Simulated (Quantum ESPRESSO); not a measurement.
## FePt (Tetraferroplatinum): a ladder in the functional

How much do the magnetic results of FePt (Tetraferroplatinum) hang on the functional?

Program: Quantum ESPRESSO 7.5. Level of theory: LDA; plane waves with GBRV 1.5 LDA potentials, no spin-orbit coupling (settings of the first rung). Results are calculated unless marked as measured.

### Step 1. The structure

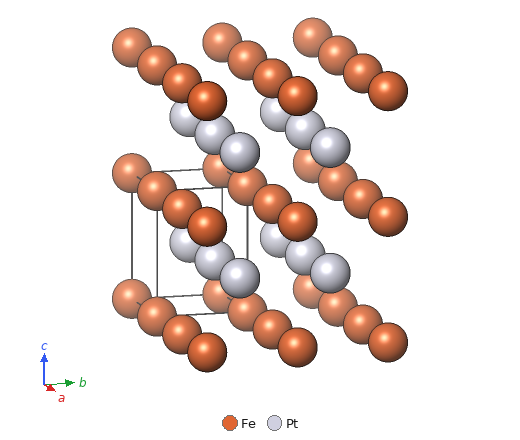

The cell as given, slightly off an axis (iron orange, platinum light grey). 3×2×2 cells are drawn. Some periodic images of atoms are drawn too.

The cell comes from the Crystallography Open Database.

### Step 2. Rung 1, start ferro +

The input, pw.in:

```
&CONTROL
  calculation = 'scf'
  prefix = 'pwscf'
  outdir = './tmp'
  pseudo_dir = './pseudo'
  disk_io = 'nowf'
/
&SYSTEM
  ibrav = 0
  nat = 2
  ntyp = 2
  ecutwfc = 40
  ecutrho = 280
  nbnd = 24
  occupations = 'smearing'
  smearing = 'fd'
  degauss = 0.00734986
  nspin = 2
  starting_magnetization(1) = 0.175
  starting_magnetization(2) = 0
/
&ELECTRONS
  conv_thr = 4d-09
  electron_maxstep = 150
  mixing_beta = 0.3
/
ATOMIC_SPECIES
Fe     55.8450 fe_lda_v1.5.uspp.F.UPF
Pt    195.0840 pt_lda_v1.4.uspp.F.UPF
CELL_PARAMETERS angstrom
   2.7235000000    0.0000000000    0.0000000000
   0.0000000000    2.7235000000    0.0000000000
   0.0000000000    0.0000000000    3.7200000000
ATOMIC_POSITIONS crystal
Fe      0.0000000000    0.0000000000    0.0000000000
Pt      0.5000000000    0.5000000000    0.5000000000
K_POINTS automatic
10 10 10 0 0 0
```

Run with:

```sh
> OMP_NUM_THREADS=1 mpirun -n 4 pw.x -nk 4 -in pw.in > pw.out
```

Output:

```text
Program PWSCF v.7.5 starts

     Message from routine setup:
     using ibrav=0 with symmetry is DISCOURAGED, use correct ibrav instead

     K-points division:     npool     =       4
     Subspace diagonalization in iterative solution of the eigenvalue problem:

     bravais-lattice index     =            0
     lattice parameter (alat)  =       5.1467  a.u.
     unit-cell volume          =     186.2063 (a.u.)^3
     number of atoms/cell      =            2
     number of atomic types    =            2
     number of electrons       =        32.00
     number of Kohn-Sham states=           24
     kinetic-energy cutoff     =      40.0000  Ry
     charge density cutoff     =     280.0000  Ry
     scf convergence threshold =      4.0E-09
     mixing beta               =       0.3000
     number of iterations used =            8  plain     mixing
     Exchange-correlation=  SLA  PZ   NOGX NOGC
                           (   1   1   0   0   0   0   0)

     celldm(1)=   5.146669  celldm(2)=   0.000000  celldm(3)=   0.000000
     celldm(4)=   0.000000  celldm(5)=   0.000000  celldm(6)=   0.000000

     crystal axes: (cart. coord. in units of alat)
               a(1) = (   1.000000   0.000000   0.000000 )
               a(2) = (   0.000000   1.000000   0.000000 )
               a(3) = (   0.000000   0.000000   1.365889 )

     reciprocal axes: (cart. coord. in units 2 pi/alat)
               b(1) = (  1.000000  0.000000  0.000000 )
               b(2) = (  0.000000  1.000000  0.000000 )
               b(3) = (  0.000000  0.000000  0.732124 )

     PseudoPot. # 1 for Fe read from file:
     fe_lda_v1.5.uspp.F.UPF
     Pseudo is Ultrasoft + core correction, Zval = 16.0

     PseudoPot. # 2 for Pt read from file:
     pt_lda_v1.4.uspp.F.UPF
     Pseudo is Ultrasoft + core correction, Zval = 16.0

     atomic species   valence    mass     pseudopotential
     Fe               16.00    55.84500     Fe( 1.00)
     Pt               16.00   195.08400     Pt( 1.00)

     Starting magnetic structure
     atomic species   magnetization
     Fe              0.175
     Pt              0.000

     16 Sym. Ops., with inversion, found

   Cartesian axes

     site n.     atom                  positions (alat units)
         1        Fe     tau(   1) = (   0.0000000   0.0000000   0.0000000  )
         2        Pt     tau(   2) = (   0.5000000   0.5000000   0.6829447  )

     number of k points=   126  Fermi-Dirac smearing, width (Ry)=  0.0073

     Number of k-points >= 100: set verbosity='high' to print them.

     Dense  grid:    14725 G-vectors     FFT dimensions: (  27,  27,  40)

     Smooth grid:     6385 G-vectors     FFT dimensions: (  24,  24,  30)

     Check: negative core charge=   -0.000027
     Generating pointlists ...
     new r_m :   0.4055 (alat units)  2.0870 (a.u.) for type    1
     new r_m :   0.4055 (alat units)  2.0870 (a.u.) for type    2

     Initial potential from superposition of free atoms

     starting charge      30.5000, renormalised to      32.0000

     negative rho (up, down):  9.659E-02 9.666E-02
     Starting wfcs are   25 randomized atomic wfcs

     Self-consistent Calculation

     iteration #  1     ecut=    40.00 Ry     beta= 0.30
     Davidson diagonalization with overlap
     ethr =  1.00E-02,  avg # of iterations =  4.2

     negative rho (up, down):  8.945E-02 8.943E-02

     total energy              =    -458.61509464 Ry
     estimated scf accuracy    <       8.21441606 Ry

     total magnetization       =     0.72 Bohr mag/cell
     absolute magnetization    =     0.91 Bohr mag/cell

     iteration #  2     ecut=    40.00 Ry     beta= 0.30
     Davidson diagonalization with overlap
     ethr =  1.00E-02,  avg # of iterations =  2.1

     negative rho (up, down):  9.011E-02 9.007E-02

     total energy              =    -460.06970984 Ry
     estimated scf accuracy    <      14.24313036 Ry

     total magnetization       =     0.73 Bohr mag/cell
     absolute magnetization    =     0.80 Bohr mag/cell

     [... further iterations left out ...]

     iteration # 14     ecut=    40.00 Ry     beta= 0.30
     Davidson diagonalization with overlap
     ethr =  1.26E-10,  avg # of iterations =  3.3

     negative rho (up, down):  8.918E-02 8.537E-02

     total energy              =    -461.13521899 Ry
     estimated scf accuracy    <          5.9E-09 Ry

     total magnetization       =     3.28 Bohr mag/cell
     absolute magnetization    =     3.39 Bohr mag/cell

     iteration # 15     ecut=    40.00 Ry     beta= 0.30
     Davidson diagonalization with overlap
     ethr =  1.84E-11,  avg # of iterations =  1.8

     negative rho (up, down):  8.918E-02 8.537E-02

     Magnetic moment per site  (integrated on atomic sphere of radius R)
     atom   1 (R=0.406)  charge= 14.7373  magn=  2.9155
     atom   2 (R=0.406)  charge= 13.7915  magn=  0.3897

     End of self-consistent calculation

     Number of k-points >= 100: set verbosity='high' to print the bands.

     the Fermi energy is    19.5680 ev

!    total energy              =    -461.13521899 Ry
     estimated scf accuracy    <          9.4E-11 Ry
     smearing contrib. (-TS)   =      -0.00352577 Ry
     internal energy E=F+TS    =    -461.13169322 Ry

     The total energy is F=E-TS. E is the sum of the following terms:
     one-electron contribution =    -144.52079468 Ry
     hartree contribution      =      95.29152708 Ry
     xc contribution           =     -85.62901440 Ry
     ewald contribution        =    -326.27341122 Ry

     total magnetization       =     3.28 Bohr mag/cell
     absolute magnetization    =     3.39 Bohr mag/cell

     convergence has been achieved in  15 iterations

=------------------------------------------------------------------------------=
   JOB DONE.
=------------------------------------------------------------------------------=
```

The job ended after 33 s (4 MPI ranks of AMD EPYC 7R43, shared host; peak memory 0.36 GiB).

Spin moment in the atom's sphere by atom:

| atom | spin moment in the atom's sphere (μB) |
| --- | --- |
| Fe1 | 2.92 |
| Pt2 | 0.39 |

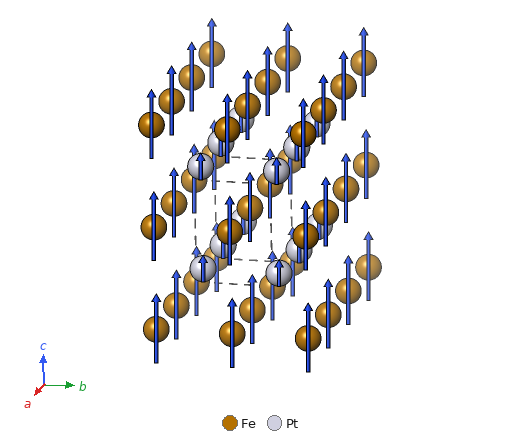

Spin moment in the atom's sphere as arrows, the longest 2.92 μB. Up and down stand for the sign. Arrows give size and sign along the axis of quantisation, drawn up and down the page. Each arrow also spans its atom, so small moments look longer than they are. 3×2×2 cells are drawn. Some periodic images of atoms are drawn too.

Numbers from this step:

```
magnetization : 3.281 μB
final state   : ferromagnetic
```

### Step 3. Rung 1, start antiferro q=(0,1/2,0) +-

The wavevector q is in fractions of the reciprocal vectors of the crystal's primitive cell, as the cells of these inputs are built from it; moments change sign between cells as cos(2π q·R).

The input, pw.in:

```
&CONTROL
  calculation = 'scf'
  prefix = 'pwscf'
  outdir = './tmp'
  pseudo_dir = './pseudo'
  disk_io = 'nowf'
/
&SYSTEM
  ibrav = 0
  nat = 4
  ntyp = 3
  ecutwfc = 40
  ecutrho = 280
  nbnd = 42
  occupations = 'smearing'
  smearing = 'fd'
  degauss = 0.00734986
  nspin = 2
  starting_magnetization(1) = 0.175
  starting_magnetization(2) = -0.175
  starting_magnetization(3) = 0
/
&ELECTRONS
  conv_thr = 8d-09
  electron_maxstep = 150
  mixing_beta = 0.3
/
ATOMIC_SPECIES
Fe1    55.8450 fe_lda_v1.5.uspp.F.UPF
Fe2    55.8450 fe_lda_v1.5.uspp.F.UPF
Pt    195.0840 pt_lda_v1.4.uspp.F.UPF
CELL_PARAMETERS angstrom
   2.7235000000    0.0000000000    0.0000000000
   0.0000000000    5.4470000000    0.0000000000
   0.0000000000    0.0000000000    3.7200000000
ATOMIC_POSITIONS crystal
Fe1     0.0000000000    0.0000000000    0.0000000000
Fe2     0.0000000000    0.5000000000    0.0000000000
Pt      0.5000000000    0.2500000000    0.5000000000
Pt      0.5000000000    0.7500000000    0.5000000000
K_POINTS automatic
10 5 10 0 0 0
```

Output:

```text
     [... lines left out ...]
Program PWSCF v.7.5 starts
     [... lines left out ...]
     number of atoms/cell      =            4
     [... lines left out ...]
     number of electrons       =        64.00
     number of Kohn-Sham states=           42
     kinetic-energy cutoff     =      40.0000  Ry
     charge density cutoff     =     280.0000  Ry
     scf convergence threshold =      8.0E-09
     [... lines left out ...]
      8 Sym. Ops., with inversion, found
     [... lines left out ...]
     number of k points=   108  Fermi-Dirac smearing, width (Ry)=  0.0073
     [... lines left out ...]
     iteration # 17     ecut=    40.00 Ry     beta= 0.30
     [... lines left out ...]
     Magnetic moment per site  (integrated on atomic sphere of radius R)
     atom   1 (R=0.406)  charge= 14.7404  magn=  2.8341
     atom   2 (R=0.406)  charge= 14.7403  magn= -2.8341
     atom   3 (R=0.406)  charge= 13.7808  magn=  0.0000
     atom   4 (R=0.406)  charge= 13.7808  magn=  0.0000
     [... lines left out ...]
     the Fermi energy is    19.7484 ev
!    total energy              =    -922.27017191 Ry
     estimated scf accuracy    <          1.7E-09 Ry
     smearing contrib. (-TS)   =      -0.00957253 Ry
     [... lines left out ...]
     total magnetization       =    -0.00 Bohr mag/cell
     absolute magnetization    =     5.99 Bohr mag/cell
     convergence has been achieved in  17 iterations
```

Wall time 1.8 min (4 MPI ranks); peak memory 0.6 GiB; 7.2 min of CPU time.

Spin moment in the atom's sphere by atom:

| atom | spin moment in the atom's sphere (μB) |
| --- | --- |
| Fe1 | 2.83 |
| Fe2 | -2.83 |
| Pt3 | 0.00 |
| Pt4 | 0.00 |

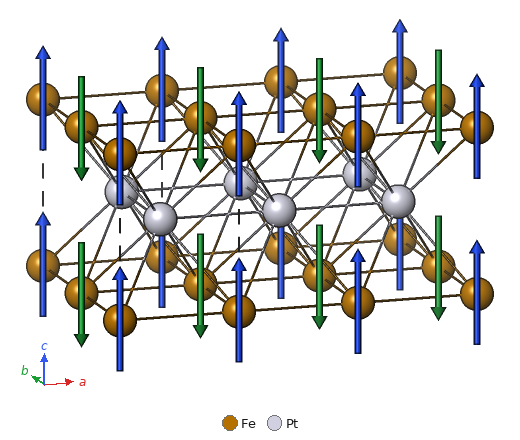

Spin moment in the atom's sphere as arrows, the longest 2.83 μB. Up and down stand for the sign. Arrows give size and sign along the axis of quantisation, drawn up and down the page. The two directions have two colours. 3×1×1 cells are drawn. Some periodic images of atoms are drawn too.

Numbers from this step:

- magnetization: 0 μB
- final state: antiferromagnetic

### Step 4. Rung 2, start ferro +

The input, pw.in:

```
&CONTROL
  calculation = 'scf'
  prefix = 'pwscf'
  outdir = './tmp'
  pseudo_dir = './pseudo'
  disk_io = 'nowf'
/
&SYSTEM
  ibrav = 0
  nat = 2
  ntyp = 2
  ecutwfc = 40
  ecutrho = 280
  nbnd = 24
  occupations = 'smearing'
  smearing = 'fd'
  degauss = 0.00734986
  nspin = 2
  starting_magnetization(1) = 0.175
  starting_magnetization(2) = 0
/
&ELECTRONS
  conv_thr = 4d-09
  electron_maxstep = 150
  mixing_beta = 0.3
/
ATOMIC_SPECIES
Fe     55.8450 fe_pbesol_v1.5.uspp.F.UPF
Pt    195.0840 pt_pbesol_v1.4.uspp.F.UPF
CELL_PARAMETERS angstrom
   2.7235000000    0.0000000000    0.0000000000
   0.0000000000    2.7235000000    0.0000000000
   0.0000000000    0.0000000000    3.7200000000
ATOMIC_POSITIONS crystal
Fe      0.0000000000    0.0000000000    0.0000000000
Pt      0.5000000000    0.5000000000    0.5000000000
K_POINTS automatic
10 10 10 0 0 0
```

Output:

```text
     [... lines left out ...]
Program PWSCF v.7.5 starts
     [... lines left out ...]
     number of atoms/cell      =            2
     [... lines left out ...]
     number of electrons       =        32.00
     number of Kohn-Sham states=           24
     kinetic-energy cutoff     =      40.0000  Ry
     charge density cutoff     =     280.0000  Ry
     scf convergence threshold =      4.0E-09
     [... lines left out ...]
     16 Sym. Ops., with inversion, found
     [... lines left out ...]
     number of k points=   126  Fermi-Dirac smearing, width (Ry)=  0.0073
     [... lines left out ...]
     iteration # 14     ecut=    40.00 Ry     beta= 0.30
     [... lines left out ...]
     Magnetic moment per site  (integrated on atomic sphere of radius R)
     atom   1 (R=0.406)  charge= 14.7142  magn=  3.0015
     atom   2 (R=0.406)  charge= 13.7922  magn=  0.3981
     [... lines left out ...]
     the Fermi energy is    19.8242 ev
!    total energy              =    -460.78288700 Ry
     estimated scf accuracy    <          1.3E-09 Ry
     smearing contrib. (-TS)   =      -0.00317272 Ry
     [... lines left out ...]
     total magnetization       =     3.35 Bohr mag/cell
     absolute magnetization    =     3.51 Bohr mag/cell
     convergence has been achieved in  14 iterations
```

Wall time 30 s (4 MPI ranks); peak memory 0.36 GiB.

This step gave:

| Quantity | Value |
| --- | --- |
| magnetization | 3.35 μB |
| final state | ferromagnetic |
| largest moment | 3.001 μB |

### Step 5. Rung 2, start antiferro q=(0,1/2,0) +-

The input, pw.in:

```
&CONTROL
  calculation = 'scf'
  prefix = 'pwscf'
  outdir = './tmp'
  pseudo_dir = './pseudo'
  disk_io = 'nowf'
/
&SYSTEM
  ibrav = 0
  nat = 4
  ntyp = 3
  ecutwfc = 40
  ecutrho = 280
  nbnd = 42
  occupations = 'smearing'
  smearing = 'fd'
  degauss = 0.00734986
  nspin = 2
  starting_magnetization(1) = 0.175
  starting_magnetization(2) = -0.175
  starting_magnetization(3) = 0
/
&ELECTRONS
  conv_thr = 8d-09
  electron_maxstep = 150
  mixing_beta = 0.3
/
ATOMIC_SPECIES
Fe1    55.8450 fe_pbesol_v1.5.uspp.F.UPF
Fe2    55.8450 fe_pbesol_v1.5.uspp.F.UPF
Pt    195.0840 pt_pbesol_v1.4.uspp.F.UPF
CELL_PARAMETERS angstrom
   2.7235000000    0.0000000000    0.0000000000
   0.0000000000    5.4470000000    0.0000000000
   0.0000000000    0.0000000000    3.7200000000
ATOMIC_POSITIONS crystal
Fe1     0.0000000000    0.0000000000    0.0000000000
Fe2     0.0000000000    0.5000000000    0.0000000000
Pt      0.5000000000    0.2500000000    0.5000000000
Pt      0.5000000000    0.7500000000    0.5000000000
K_POINTS automatic
10 5 10 0 0 0
```

Output:

```text
     [... lines left out ...]
Program PWSCF v.7.5 starts
     [... lines left out ...]
     number of atoms/cell      =            4
     [... lines left out ...]
     number of electrons       =        64.00
     number of Kohn-Sham states=           42
     kinetic-energy cutoff     =      40.0000  Ry
     charge density cutoff     =     280.0000  Ry
     scf convergence threshold =      8.0E-09
     [... lines left out ...]
      8 Sym. Ops., with inversion, found
     [... lines left out ...]
     number of k points=   108  Fermi-Dirac smearing, width (Ry)=  0.0073
     [... lines left out ...]
     iteration # 17     ecut=    40.00 Ry     beta= 0.30
     [... lines left out ...]
     Magnetic moment per site  (integrated on atomic sphere of radius R)
     atom   1 (R=0.406)  charge= 14.7154  magn=  2.9511
     atom   2 (R=0.406)  charge= 14.7153  magn= -2.9511
     atom   3 (R=0.406)  charge= 13.7830  magn= -0.0000
     atom   4 (R=0.406)  charge= 13.7830  magn= -0.0000
     [... lines left out ...]
     the Fermi energy is    20.0221 ev
!    total energy              =    -921.56364876 Ry
     estimated scf accuracy    <          3.4E-09 Ry
     smearing contrib. (-TS)   =      -0.00892745 Ry
     [... lines left out ...]
     total magnetization       =    -0.00 Bohr mag/cell
     absolute magnetization    =     6.27 Bohr mag/cell
     convergence has been achieved in  17 iterations
```

The job ended after 99 s (4 MPI ranks; peak memory 0.6 GiB).

Read from the output:

```
magnetization  : 0 μB
final state    : antiferromagnetic
largest moment : 2.951 μB
```

### Step 6. Rung 3, start ferro +

The input, pw.in:

```
&CONTROL
  calculation = 'scf'
  prefix = 'pwscf'
  outdir = './tmp'
  pseudo_dir = './pseudo'
  disk_io = 'nowf'
/
&SYSTEM
  ibrav = 0
  nat = 2
  ntyp = 2
  ecutwfc = 40
  ecutrho = 280
  nbnd = 24
  occupations = 'smearing'
  smearing = 'fd'
  degauss = 0.00734986
  nspin = 2
  starting_magnetization(1) = 0.175
  starting_magnetization(2) = 0
/
&ELECTRONS
  conv_thr = 4d-09
  electron_maxstep = 150
  mixing_beta = 0.3
/
ATOMIC_SPECIES
Fe     55.8450 fe_pbe_v1.5.uspp.F.UPF
Pt    195.0840 pt_pbe_v1.4.uspp.F.UPF
CELL_PARAMETERS angstrom
   2.7235000000    0.0000000000    0.0000000000
   0.0000000000    2.7235000000    0.0000000000
   0.0000000000    0.0000000000    3.7200000000
ATOMIC_POSITIONS crystal
Fe      0.0000000000    0.0000000000    0.0000000000
Pt      0.5000000000    0.5000000000    0.5000000000
K_POINTS automatic
10 10 10 0 0 0
```

Output:

```text
     [... lines left out ...]
Program PWSCF v.7.5 starts
     [... lines left out ...]
     number of atoms/cell      =            2
     [... lines left out ...]
     number of electrons       =        32.00
     number of Kohn-Sham states=           24
     kinetic-energy cutoff     =      40.0000  Ry
     charge density cutoff     =     280.0000  Ry
     scf convergence threshold =      4.0E-09
     [... lines left out ...]
     16 Sym. Ops., with inversion, found
     [... lines left out ...]
     number of k points=   126  Fermi-Dirac smearing, width (Ry)=  0.0073
     [... lines left out ...]
     iteration # 14     ecut=    40.00 Ry     beta= 0.30
     [... lines left out ...]
     Magnetic moment per site  (integrated on atomic sphere of radius R)
     atom   1 (R=0.406)  charge= 14.7156  magn=  3.0084
     atom   2 (R=0.406)  charge= 13.8027  magn=  0.4036
     [... lines left out ...]
     the Fermi energy is    20.0008 ev
!    total energy              =    -461.07952307 Ry
     estimated scf accuracy    <          2.0E-09 Ry
     smearing contrib. (-TS)   =      -0.00311466 Ry
     [... lines left out ...]
     total magnetization       =     3.35 Bohr mag/cell
     absolute magnetization    =     3.53 Bohr mag/cell
     convergence has been achieved in  14 iterations
```

It took 30 s on 4 MPI ranks; peak memory 0.36 GiB.

Numbers from this step:

| Item | Value |
| --- | --- |
| magnetization | 3.35 μB |
| final state | ferromagnetic |
| largest moment | 3.008 μB |

[end of part 1 of 3]

[Logs and program files are shortened in this print: banners, set-up blocks, solver, clock and traceback lines can be left out without a mark of their own.]

[Logs are printed without paths, hosts, clocks, repeated set-up lines and the standing remarks that a program may print on its own settings, such as how far it seeks lower states.]

[Hosts, paths, dates, database ids (printed as entryN), source tags and the programs' standing remarks are cut or masked in the printed files.]

[Where a cell is said to come from a database of computed structures, the database is the Materials Project.]
